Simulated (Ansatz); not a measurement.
**FH₄InO₂ (built from SMILES F.[OH][InH][OH]): search for a transition state, part 1 of 2**

Is there a first-order saddle for this four-centre ligand exchange, which should form In1–F6, H2–H5 and break In1–H2, H5–F6, and which two structures does it connect?

Program: Ansatz 0.2.0, Gaussian basis. Level of theory: PBE0-D4, def2-SVP first, then def2-TZVP. These are calculated values, not measurements.

143 further runs of the same task are left out: 143 set aside as unsound or not needed.

**1. The system as given**

The guess: 8 atoms, charge 0, spin multiplicity 1.

Atoms are counted from 1 here; the program's logs count them from 0.

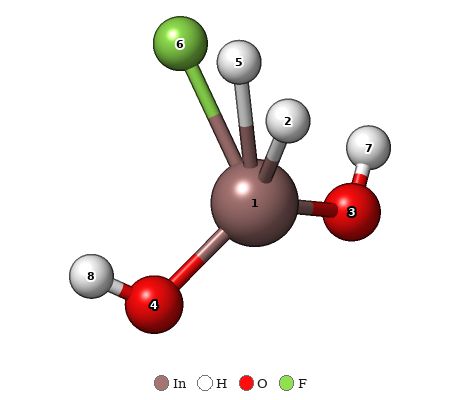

As it starts; indium brown, hydrogen white, oxygen red, fluorine green; atoms are numbered from 1 in the order of the file.

Geometry (Å):

```xyz
8

In   -0.2198   -0.2912   -0.2802
H     1.4760   -0.7485    0.3536
O    -0.3239    0.4033   -2.0824
O    -1.7294   -1.1033    0.6143
H     1.5073    0.1957    0.9119
F     0.8121    1.2556    1.1478
H     0.2351    1.1703   -2.2106
H    -1.7574   -0.8819    1.5456
```

Distances that are to change: In1–F6 2.34 Å, H2–H5 1.10 Å, In1–H2 1.87 Å, H5–F6 1.29 Å.

**2. Relaxing the guess with the reacting distances held**

Input file hold/in.yaml:

```yaml
crystal:
  periodic: [false, false, false]
  atoms:
    - {symbol: In, position_ang: [-0.219800, -0.291200, -0.280200]}
    - {symbol: H, position_ang: [1.476000, -0.748500, 0.353600]}
    - {symbol: O, position_ang: [-0.323900, 0.403300, -2.082400]}
    - {symbol: O, position_ang: [-1.729400, -1.103300, 0.614300]}
    - {symbol: H, position_ang: [1.507300, 0.195700, 0.911900]}
    - {symbol: F, position_ang: [0.812100, 1.255600, 1.147800]}
    - {symbol: H, position_ang: [0.235100, 1.170300, -2.210600]}
    - {symbol: H, position_ang: [-1.757400, -0.881900, 1.545600]}
basis:
  gaussian: {orbitals: def2-SVP}
hamiltonian: {xc: pbe0, dispersion: d4}
relax: {f_tol: 0.04, max_steps: 150, escape_saddle: false, constraints: [{distance: [0, 5]}, {distance: [1, 4]}, {distance: [0, 1]}, {distance: [4, 5]}]}
```

Launch:

```sh
> ansatz run in.yaml --threads 4 --pin off --events-out ev --progress --plain --max-ram 9574MiB
```

The program printed (excerpt; [...] marks lines left out):

```text
Functional definition: PBE0
  name "PBE0"
  cite "Adamo & Barone, J. Chem. Phys. 110, 6158 (1999) doi:10.1063/1.478522"
  cite "Perdew, Burke & Ernzerhof, Phys. Rev. Lett. 77, 3865 (1996) doi:10.1103/PhysRevLett.77.3865"
  parent pbe
[...]
1008 factors; integrals over basis functions are off by at most 2.6e-4 eV
[...]
mean field -12036.68775204 eV, -442.3401161273 hartree, gradient 3.5e-5 eV, S^2 0.000000; 0 other end points of the search recorded, 0 dependent functions left out
[...]
reference -12036.68779113 eV, -442.3401175639 hartree; 25, 25 occupied and 63, 63 virtual orbitals, 1008 factors
relax step   1: F+E_penalty+E_count = -12036.78575735 eV  Δ(F+E_penalty+E_count) = +0.000e0 eV  max|allowed force component| = 9.279e-1 eV/Å  Δτ_max = 0.0000 Å  (26 SCF iters, accepted)
[...]
relax step   6: F+E_penalty+E_count = -12036.86577888 eV  Δ(F+E_penalty+E_count) = +1.614e-2 eV  max|allowed force component| = 1.040e0 eV/Å  Δτ_max = 0.1213 Å  (29 SCF iters, rejected (line search))
[...]
relax step   7: F+E_penalty+E_count = -12036.88359647 eV  Δ(F+E_penalty+E_count) = -1.676e-3 eV  max|allowed force component| = 3.257e-2 eV/Å  Δτ_max = 0.0404 Å  (31 SCF iters, accepted)
  distance In 0 - F 5 held at 2.344481 Å   reaction = +7.6888e-1 eV/Å
  distance H 1 - H 4 held at 1.097357 Å   reaction = +6.6101e-1 eV/Å
  distance In 0 - H 1 held at 1.867234 Å   reaction = -4.8871e-1 eV/Å
  distance H 4 - F 5 held at 1.289318 Å   reaction = +2.0601e0 eV/Å
1008 factors; integrals over basis functions are off by at most 2.5e-4 eV
[...]
mean field -12036.78689890 eV, -442.3437597075 hartree, gradient 8.0e-6 eV, S^2 0.000000; 1 other end points of the search recorded, 0 dependent functions left out
[...]
reference -12036.78693789 eV, -442.3437611402 hartree; 25, 25 occupied and 63, 63 virtual orbitals, 1008 factors
Total energy: -12036.88363546 eV, -442.3473147104 hartree
Atom 0 at    -0.292071    -0.166394    -0.245543 Å, force    -0.061040     0.640542     0.321263 eV/Å
Atom 1 at     1.394015    -0.729966     0.325478 Å, force     0.472588     0.422855     0.480865 eV/Å
Atom 2 at    -0.359023     0.542780    -2.090321 Å, force    -0.032575    -0.020813    -0.005396 eV/Å
Atom 3 at    -1.817317    -1.022762     0.676710 Å, force    -0.023050     0.006136    -0.025616 eV/Å
Atom 4 at     1.427914     0.220091     0.873596 Å, force    -0.982418     1.187042     0.154297 eV/Å
Atom 5 at     0.830092     1.321384     1.177082 Å, force     0.593652    -2.243501    -0.941658 eV/Å
Atom 6 at     0.457035     0.996096    -2.331464 Å, force     0.010968     0.002923     0.016489 eV/Å
Atom 7 at    -1.640645    -1.161229     1.614463 Å, force     0.021876     0.004815    -0.000244 eV/Å
Dipole moment:     0.461703    -0.260081     0.097815 e Å
```

Run time: 8 s. Hardware: 4 threads of Arm Neoverse V2, shared host.

Along the way: (the energy doesn't fall at every step)

| step | energy from step 1 (eV) | largest force component (eV/Å) |
| --- | --- | --- |
| 1 | 0.0000 | 0.9279 |
| 2 | -0.0390 | 1.1512 |
| 3 | -0.0913 | 0.4780 |
| 4 | -0.0946 | 0.4098 |
| 5 | -0.0962 | 0.1580 |
| 6 | -0.0800 | 1.0396 |
| 7 | -0.0978 | 0.0326 |

Close pairs (by a distance rule), those that changed most:

| bond | before (Å) | after (Å) | change (Å) |
| --- | --- | --- | --- |
| In1–H5 | 2.154 | 2.088 | -0.066 |
| In1–O4 | 1.934 | 1.977 | +0.044 |
| In1–O3 | 1.934 | 1.978 | +0.043 |
| O4–H8 | 0.958 | 0.964 | +0.007 |
| O3–H7 | 0.958 | 0.964 | +0.006 |
| In1–H2 | 1.867 | 1.867 | +0.000 |
| In1–F6 | 2.344 | 2.344 | +0.000 |

**3. Force constants to start from**

Input file hessian/in.yaml:

```yaml
crystal:
  periodic: [false, false, false]
  atoms:
    - {symbol: In, position_ang: [-0.292071, -0.166394, -0.245543]}
    - {symbol: H, position_ang: [1.394015, -0.729966, 0.325478]}
    - {symbol: O, position_ang: [-0.359023, 0.542780, -2.090321]}
    - {symbol: O, position_ang: [-1.817317, -1.022762, 0.676710]}
    - {symbol: H, position_ang: [1.427914, 0.220091, 0.873596]}
    - {symbol: F, position_ang: [0.830092, 1.321384, 1.177082]}
    - {symbol: H, position_ang: [0.457035, 0.996096, -2.331464]}
    - {symbol: H, position_ang: [-1.640645, -1.161229, 1.614463]}
basis:
  gaussian: {orbitals: def2-SVP}
hamiltonian: {xc: pbe0, dispersion: d4}
phonons: {}
scf: {lower_state_search: off}
```

Launch:

```sh
> ansatz run in.yaml --threads 4 --pin off --events-out ev --progress --plain --max-ram 9574MiB
```

The program printed (excerpt; [...] marks lines left out):

```text
[... 5 set-up lines as earlier in the session ...]
[...]
1007 factors; integrals over basis functions are off by at most 2.6e-4 eV
[...]
mean field -12036.78693420 eV, -442.3437610045 hartree, gradient 2.3e-6 eV, S^2 0.000000; 0 other end points of the search recorded, 0 dependent functions left out
[...]
reference -12036.78697337 eV, -442.3437624439 hartree; 25, 25 occupied and 63, 63 virtual orbitals, 1007 factors
[... from here to the last solve, the lines of the solves are left out (47 solves) ...]
1007 factors; integrals over basis functions are off by at most 2.6e-4 eV
mean field -12036.78677460 eV, -442.3437551396 hartree, gradient 1.4e-6 eV, S^2 0.000000; 0 other end points of the search recorded, 0 dependent functions left out
[...]
WARN: phonons: modes at or below zero, which the zero-point energy, F, S and C_V leave out: 1, the lowest at -1387.74 cm⁻¹. A minimum has none, and a first-order saddle one
[...]
Atom 0 at    -0.292071    -0.166394    -0.245543 Å, force    -0.061100     0.640020     0.321047 eV/Å
Atom 1 at     1.394015    -0.729966     0.325478 Å, force     0.472569     0.423093     0.480819 eV/Å
Atom 2 at    -0.359023     0.542780    -2.090321 Å, force    -0.032633    -0.020750    -0.005286 eV/Å
Atom 3 at    -1.817317    -1.022762     0.676710 Å, force    -0.023027     0.006356    -0.025605 eV/Å
Atom 4 at     1.427914     0.220091     0.873596 Å, force    -0.982375     1.187072     0.154427 eV/Å
Atom 5 at     0.830092     1.321384     1.177082 Å, force     0.593687    -2.243552    -0.941633 eV/Å
Atom 6 at     0.457035     0.996096    -2.331464 Å, force     0.011005     0.002940     0.016472 eV/Å
Atom 7 at    -1.640645    -1.161229     1.614463 Å, force     0.021874     0.004821    -0.000242 eV/Å
Dipole moment:     0.461702    -0.260083     0.097815 e Å
Vibrations: -1387.74 126.39 127.91 163.92 172.45 201.82 337.02 447.52 604.42 648.66 818.65 851.02 1071.74 1282.26 1498.80 1690.32 3896.68 3897.94 cm⁻¹, zero-point energy 1.105785 eV
Checks for a lower state left out: stability, starts, cluster_reference, orbital_swaps, neighbouring_geometries, increment
```

Run time: 31 s. Hardware: 4 threads of Arm Neoverse V2, shared host.

The structure is not stationary yet, so these wavenumbers are no spectrum; the search needs only the force constants.

**4. Saddle search in the small basis**

A small driver takes partitioned rational-function steps: uphill along one mode, downhill along the rest. It calls the program once a step for energy and forces and updates the Hessian by Bofill's formula. It stops when the largest force is under 0.04 eV/Å and the followed curvature is negative. The first step's input:

Input file presaddle/in.yaml:

```yaml
crystal:
  periodic: [false, false, false]
  atoms:
    - {symbol: In, position_ang: [-0.292071, -0.166394, -0.245543]}
    - {symbol: H, position_ang: [1.394015, -0.729966, 0.325478]}
    - {symbol: O, position_ang: [-0.359023, 0.542780, -2.090321]}
    - {symbol: O, position_ang: [-1.817317, -1.022762, 0.676710]}
    - {symbol: H, position_ang: [1.427914, 0.220091, 0.873596]}
    - {symbol: F, position_ang: [0.830092, 1.321384, 1.177082]}
    - {symbol: H, position_ang: [0.457035, 0.996096, -2.331464]}
    - {symbol: H, position_ang: [-1.640645, -1.161229, 1.614463]}
basis:
  gaussian: {orbitals: def2-SVP}
hamiltonian: {xc: pbe0, dispersion: d4}
output: {forces: true}
scf: {lower_state_search: off}
```

Launch:

```sh
> ansatz run in.yaml --threads 4 --pin off --events-out ev --progress --plain --max-ram 9574MiB
```

Step by step:

| step | energy (eV) | largest force (eV/Å) | followed curvature (eV/Å²) |
| --- | --- | --- | --- |
| 1 | -12036.88359 | 2.2435 | -12.63 |
| 2 | -12037.09426 | 0.4648 | -12.91 |
| 3 | -12037.10613 | 0.1570 | -12.77 |
| 4 | -12037.10491 | 0.1450 | -12.82 |
| 5 | -12037.10882 | 0.0490 | -12.80 |
| 6 | -12037.10913 | 0.0603 | -12.76 |
| 7 | -12037.10889 | 0.0482 | -12.76 |
| 8 | -12037.10924 | 0.0148 | -12.76 |

The 8 steps took 5.4 s in all (4 threads of Arm Neoverse V2, shared host).

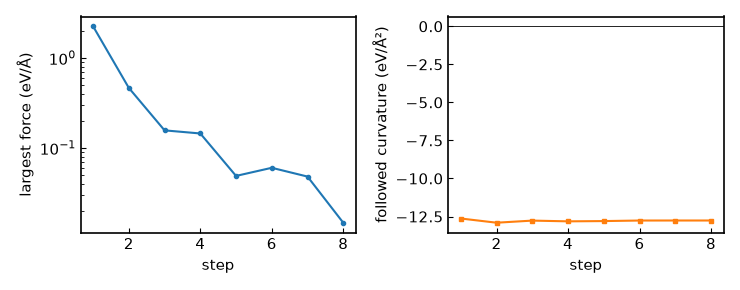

Largest force and followed curvature during the search.

**5. Saddle search in triple zeta**

A small driver takes partitioned rational-function steps: uphill along one mode, downhill along the rest. It calls the program once a step for energy and forces and updates the Hessian by Bofill's formula. It stops when the largest force is under 0.01 eV/Å and the followed curvature is negative. The first step's input:

Input file saddle/in.yaml:

```yaml
crystal:
  periodic: [false, false, false]
  atoms:
    - {symbol: In, position_ang: [-0.334632, -0.097611, -0.231081]}
    - {symbol: H, position_ang: [1.487176, -0.702082, 0.396438]}
    - {symbol: O, position_ang: [-0.338534, 0.531442, -2.104518]}
    - {symbol: O, position_ang: [-1.820393, -1.015524, 0.694345]}
    - {symbol: H, position_ang: [1.392295, 0.181985, 0.836955]}
    - {symbol: F, position_ang: [0.776076, 1.212481, 1.084073]}
    - {symbol: H, position_ang: [0.459623, 1.033854, -2.305685]}
    - {symbol: H, position_ang: [-1.621611, -1.144544, 1.629472]}
basis:
  gaussian: {orbitals: def2-TZVP}
hamiltonian: {xc: pbe0, dispersion: d4}
output: {forces: true}
scf: {lower_state_search: off}
```

Launch:

```sh
> ansatz run in.yaml --threads 4 --pin off --events-out ev --progress --plain --max-ram 9574MiB
```

Step by step:

| step | energy (eV) | largest force (eV/Å) | followed curvature (eV/Å²) |
| --- | --- | --- | --- |
| 1 | -12046.18612 | 0.3120 | -12.76 |
| 2 | -12046.19256 | 0.0748 | -12.54 |
| 3 | -12046.19390 | 0.0376 | -12.50 |
| 4 | -12046.19392 | 0.0448 | -12.51 |
| 5 | -12046.19414 | 0.0172 | -12.51 |
| 6 | -12046.19413 | 0.0227 | -12.51 |
| 7 | -12046.19417 | 0.0028 | -12.51 |

The 7 steps took 8.4 s in all (4 threads of Arm Neoverse V2, shared host).

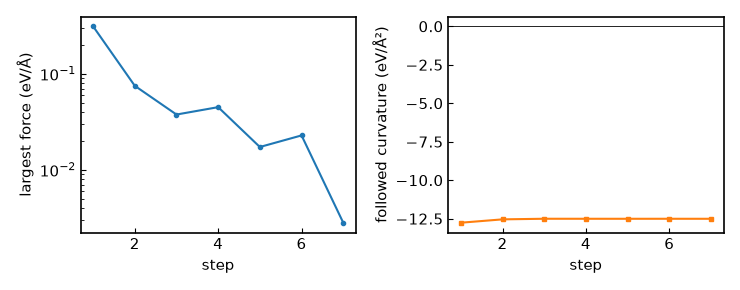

Largest force and followed curvature during the search.

Geometry at the end of the search:

```xyz
8
charge 0, multiplicity 1
In   -0.3246   -0.1124   -0.2342
H     1.4691   -0.6949    0.3878
O    -0.3428    0.5315   -2.0834
O    -1.8057   -1.0048    0.6847
H     1.3808    0.1893    0.8354
F     0.7839    1.2116    1.0915
H     0.4559    1.0200   -2.2987
H    -1.6166   -1.1403    1.6168
```

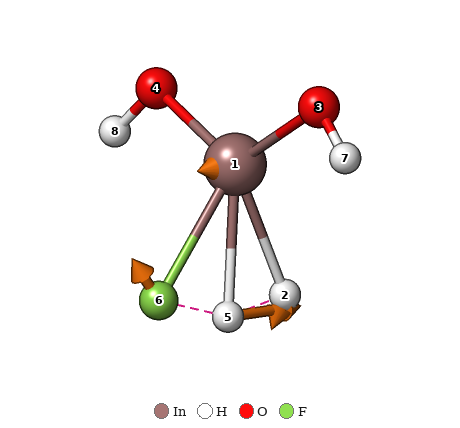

The point found; broken lines mark the pairs that react, arrows the followed mode.

**6. Vibrations at the point found**

Input file vib/in.yaml:

```yaml
crystal:
  periodic: [false, false, false]
  atoms:
    - {symbol: In, position_ang: [-0.324598, -0.112428, -0.234164]}
    - {symbol: H, position_ang: [1.469091, -0.694921, 0.387818]}
    - {symbol: O, position_ang: [-0.342830, 0.531455, -2.083382]}
    - {symbol: O, position_ang: [-1.805685, -1.004774, 0.684736]}
    - {symbol: H, position_ang: [1.380759, 0.189325, 0.835366]}
    - {symbol: F, position_ang: [0.783925, 1.211637, 1.091465]}
    - {symbol: H, position_ang: [0.455913, 1.019967, -2.298672]}
    - {symbol: H, position_ang: [-1.616575, -1.140260, 1.616833]}
basis:
  gaussian: {orbitals: def2-TZVP}
hamiltonian: {xc: pbe0, dispersion: d4}
phonons: {temperatures: {t_min: 298.15, t_max: 900, t_step: 200}}
```

Launch:

```sh
> ansatz run in.yaml --threads 4 --pin off --events-out ev --progress --plain --max-ram 9574MiB
```

The program printed (excerpt; [...] marks lines left out):

```text
[... 5 set-up lines as earlier in the session ...]
[...]
1115 factors; their error is unknown
[...]
mean field -12046.09586778 eV, -442.6858580037 hartree, gradient 6.0e-5 eV, S^2 0.000000; 0 other end points of the search recorded, 0 dependent functions left out
[...]
reference -12046.09591622 eV, -442.6858597840 hartree; 25, 25 occupied and 142, 142 virtual orbitals, 1115 factors
[... from here to the last solve, the lines of the solves are left out (47 solves) ...]
1115 factors; their error is unknown
[...]
mean field -12046.09570207 eV, -442.6858519142 hartree, gradient 2.1e-6 eV, S^2 0.000000; 0 other end points of the search recorded, 0 dependent functions left out
[...]
WARN: phonons: modes at or below zero, which the zero-point energy, F, S and C_V leave out: 1, the lowest at -1018.50 cm⁻¹. A minimum has none, and a first-order saddle one
[...]
Total energy: -12046.19417197 eV, -442.6894706164 hartree
Atom 0 at    -0.324598    -0.112428    -0.234164 Å, force     0.002594    -0.000490     0.000556 eV/Å
Atom 1 at     1.469091    -0.694921     0.387818 Å, force    -0.002797     0.001579    -0.000298 eV/Å
Atom 2 at    -0.342830     0.531455    -2.083382 Å, force     0.000039    -0.001270    -0.000763 eV/Å
Atom 3 at    -1.805685    -1.004774     0.684736 Å, force    -0.001571    -0.000282    -0.002408 eV/Å
Atom 4 at     1.380759     0.189325     0.835366 Å, force    -0.000329    -0.001007    -0.000387 eV/Å
Atom 5 at     0.783925     1.211637     1.091465 Å, force     0.001497     0.000947     0.000308 eV/Å
Atom 6 at     0.455913     1.019967    -2.298672 Å, force    -0.000018     0.001152     0.000306 eV/Å
Atom 7 at    -1.616575    -1.140260     1.616833 Å, force     0.000586    -0.000628     0.002685 eV/Å
Dipole moment:     0.353791    -0.150708     0.101651 e Å
Vibrations: -1018.50 86.49 122.66 156.51 206.99 247.49 289.29 485.16 608.83 650.13 833.01 866.40 958.72 1193.75 1655.08 1804.73 3887.12 3888.00 cm⁻¹, zero-point energy 1.112161 eV
```

Wall time 59 s (4 threads of Arm Neoverse V2, shared host).

Wavenumbers and character of the modes:

| mode | wavenumber (cm⁻¹) | character |
| --- | --- | --- |
| 1 | 1018i | changes H2–H5, In1–H2, H5–F6 |
| 2 | 86 | bend |
| 3 | 123 | bend |
| 4 | 157 | torsion |
| 5 | 207 | torsion |
| 6 | 247 | torsion |
| 7 | 289 | bend |
| 8 | 485 | In–F stretch |
| 9 | 609 | In–O stretch |
| 10 | 650 | In–O stretch |
| 11 | 833 | bend |
| 12 | 866 | bend |
| 13 | 959 | In–H stretch |
| 14 | 1194 | bend |
| 15 | 1655 | In–H stretch |
| 16 | 1805 | bend with In–H stretch |
| 17 | 3887 | O–H stretch |
| 18 | 3888 | O–H stretch |

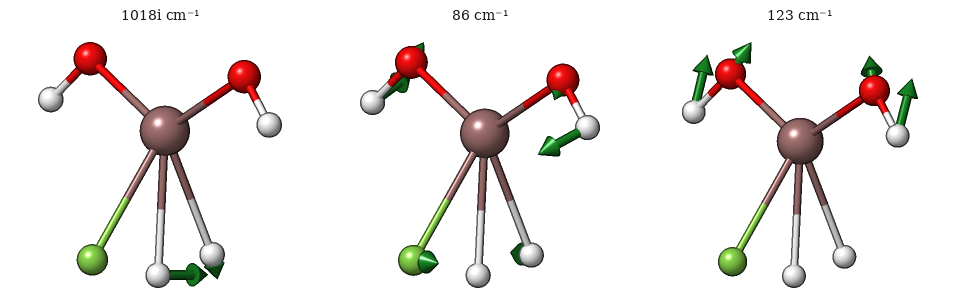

Displacements of 3 modes, as arrows.

Vibrational sums (real modes only):

| T (K) | entropy (J/mol/K) | heat capacity (J/mol/K) |
| --- | --- | --- |
| 298 | 69.8 | 67.6 |
| 498 | 110.2 | 89.5 |
| 698 | 142.6 | 102.2 |
| 898 | 169.4 | 110.4 |

**7. Relaxing after a step of 0.30 Å one way along the mode**

Input file downa/in.yaml:

```yaml
crystal:
  periodic: [false, false, false]
  atoms:
    - {symbol: In, position_ang: [-0.359725, 0.029366, -0.173916]}
    - {symbol: H, position_ang: [1.547693, -0.634382, 0.463811]}
    - {symbol: O, position_ang: [-0.324619, 0.514109, -2.076261]}
    - {symbol: O, position_ang: [-1.784003, -1.017627, 0.681715]}
    - {symbol: H, position_ang: [1.455660, -0.079372, 0.724948]}
    - {symbol: F, position_ang: [0.627681, 1.296620, 1.056057]}
    - {symbol: H, position_ang: [0.455215, 1.026687, -2.298144]}
    - {symbol: H, position_ang: [-1.617903, -1.135402, 1.621791]}
basis:
  gaussian: {orbitals: def2-TZVP}
hamiltonian: {xc: pbe0, dispersion: d4}
relax: {f_tol: 0.005, max_steps: 200}
```

Launch:

```sh
> ansatz run in.yaml --threads 4 --pin off --events-out ev --progress --plain --max-ram 9574MiB
```

The program printed (excerpt; [...] marks lines left out):

```text
[... 5 set-up lines as earlier in the session ...]
[...]
1115 factors; their error is unknown
[...]
mean field -12045.87000622 eV, -442.6775577447 hartree, gradient 5.2e-5 eV, S^2 0.000000; 0 other end points of the search recorded, 0 dependent functions left out
[...]
reference -12045.87005881 eV, -442.6775596775 hartree; 25, 25 occupied and 142, 142 virtual orbitals, 1115 factors
relax step   1: F+E_penalty+E_count = -12045.96858017 eV  Δ(F+E_penalty+E_count) = +0.000e0 eV  max|allowed force component| = 7.652e0 eV/Å  Δτ_max = 0.0000 Å  (27 SCF iters, accepted)
[...]
reference -12046.91455044 eV, -442.7159440365 hartree; 25, 25 occupied and 142, 142 virtual orbitals, 1115 factors
Total energy: -12047.01444107 eV, -442.7196149498 hartree
Atom 0 at    -0.566616     0.236017    -0.168400 Å, force     0.000658     0.002153     0.001506 eV/Å
Atom 1 at     1.797315    -1.012198     0.387497 Å, force    -0.001506    -0.002758    -0.002239 eV/Å
Atom 2 at    -0.174844     0.403787    -2.079728 Å, force     0.002403     0.001957    -0.004235 eV/Å
Atom 3 at    -1.649881    -1.139995     0.707936 Å, force    -0.001853    -0.002548     0.003957 eV/Å
Atom 4 at     1.842499    -0.367072     0.770132 Å, force     0.000824     0.002914     0.002112 eV/Å
Atom 5 at     0.118748     1.662255     0.984315 Å, force    -0.000168    -0.000248    -0.000213 eV/Å
Atom 6 at     0.350130     1.190300    -2.254282 Å, force    -0.000554    -0.001074     0.000151 eV/Å
Atom 7 at    -1.717352    -0.973095     1.652531 Å, force     0.000196    -0.000396    -0.001040 eV/Å
Dipole moment:     0.138918    -0.015091     0.064917 e Å
```

It took 18 s on 4 threads of Arm Neoverse V2, shared host.

The steps of the relaxation:

| step | energy from step 1 (eV) | largest force component (eV/Å) |
| --- | --- | --- |
| 1 | 0.0000 | 7.6520 |
| 2 | -0.8297 | 0.9727 |
| 3 | -0.9703 | 0.5701 |
| 4 | -1.0275 | 0.2307 |
| 5 | -1.0377 | 0.0473 |
| 6 | -1.0429 | 0.0615 |
| 7 | -1.0437 | 0.0718 |
| 8 | -1.0453 | 0.1316 |
| 9 | -1.0458 | 0.0262 |
| 10 | -1.0458 | 0.0042 |

Distances of close pairs at the start and the end, largest changes first:

| bond | before (Å) | after (Å) | change (Å) |
| --- | --- | --- | --- |
| In1–H5 | 2.029 | 2.655 | +0.626 |
| In1–H2 | 2.118 | 2.730 | +0.613 |
| H2–H5 | 0.620 | 0.751 | +0.131 |
| In1–F6 | 2.023 | 1.958 | -0.066 |
| In1–O4 | 1.964 | 1.958 | -0.006 |
| In1–O3 | 1.963 | 1.958 | -0.005 |
| O3–H7 | 0.959 | 0.962 | +0.002 |
| O4–H8 | 0.962 | 0.962 | -0.000 |

(Continued in part 2 of 2.)
